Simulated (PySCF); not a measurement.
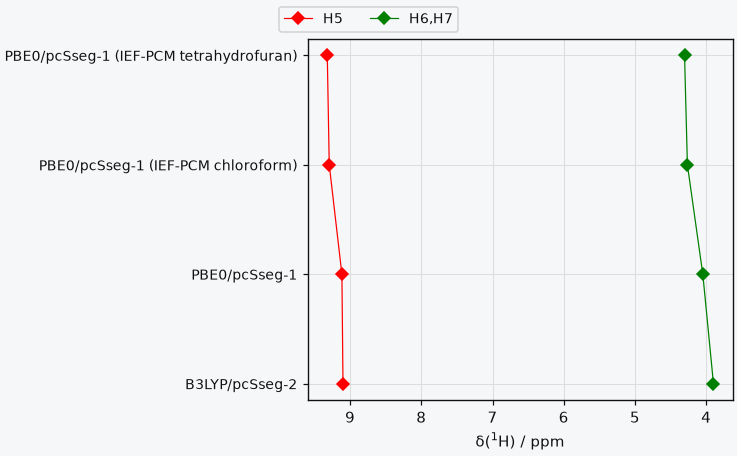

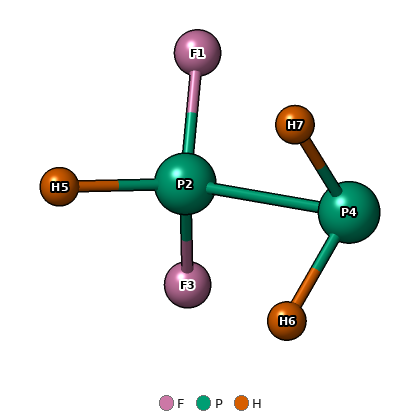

GIAO ¹H shifts of P₂H₃F₂⁺, SMILES F[PH+](F)P at several levels, one geometry, PySCF 2.14.0, at a PBE0-D3(BJ)/def2-SVP geometry (no frequency check); values of one conformer, averaged over methyl-type rotors and exact or near symmetry; each against TMS at the same level.

Question: Which of the plotted signals depends most on the level, and by how much?

Answer: That of H6 and H7: from 3.90 ppm (B3LYP/pcSseg-2) to 4.30 ppm (PBE0/pcSseg-1 (IEF-PCM tetrahydrofuran)), a spread of 0.41 ppm. The steadiest, H5, moves by 0.22 ppm.

Question: Do all levels give the signals in the same order?

Answer: Yes, the order of the signals is the same at every level.
